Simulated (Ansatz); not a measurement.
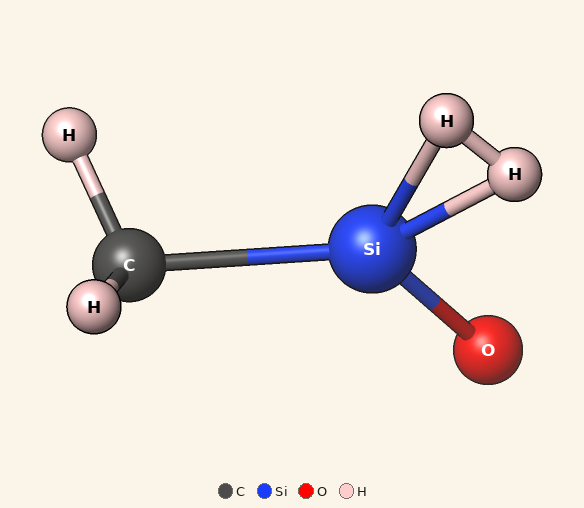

The picture shows the input geometry.

Input file:

```yaml
crystal:
  periodic: [false, false, false]
  atoms:
    - {symbol: C, position_ang: [-0.666628, 0.446160, -0.235808]}
    - {symbol: Si, position_ang: [0.819899, -0.553352, 0.217312]}
    - {symbol: O, position_ang: [1.752720, -1.269098, -0.741938]}
    - {symbol: H, position_ang: [1.392321, -1.100389, 1.396076]}
    - {symbol: H, position_ang: [-1.557147, 0.021902, 0.238565]}
    - {symbol: H, position_ang: [-0.557687, 1.466553, 0.145087]}
    - {symbol: H, position_ang: [1.018947, -0.587325, 1.692567]}
basis:
  gaussian: {orbitals: def2-SVP}
hamiltonian: {xc: pbe, dispersion: d4}
relax: {f_tol: 0.03, max_steps: 250}
```

Command:

```sh
ansatz run in.yaml --threads 2 --pin off --events-out ev --progress --plain --max-ram 4352MiB
```

What the program printed (its end):

```
mean field -11011.37477344 eV, -404.6605591462 hartree, gradient 2.1e-5 eV, S^2 0.000000; 1 other end points of the search recorded, 0 dependent functions left out
the calculation of the forces begins
reference -11011.37480221 eV, -404.6605602032 hartree; 16, 16 occupied and 50, 50 virtual orbitals, 729 factors
Total energy: -11011.48692902 eV, -404.6646807877 hartree
Atom 0 at    -0.664830     0.446733     0.007523 Å, force     0.001801    -0.000156    -0.002928 eV/Å
Atom 1 at     0.887627    -0.189723    -0.341801 Å, force     0.004916    -0.003029    -0.001876 eV/Å
Atom 2 at     2.133591    -0.931985    -0.879526 Å, force    -0.006232     0.003458     0.003266 eV/Å
Atom 3 at     1.318947    -1.361710     1.690659 Å, force    -0.011191     0.001496     0.004022 eV/Å
Atom 4 at    -0.941013     0.605732     1.061382 Å, force     0.001004    -0.000401     0.001571 eV/Å
Atom 5 at    -1.119542     1.107947    -0.747730 Å, force    -0.001004    -0.000391     0.000827 eV/Å
Atom 6 at     0.587644    -1.252542     1.921354 Å, force     0.010706    -0.000977    -0.004882 eV/Å
Dipole moment:    -0.284048     0.210930     0.318418 e Å
```
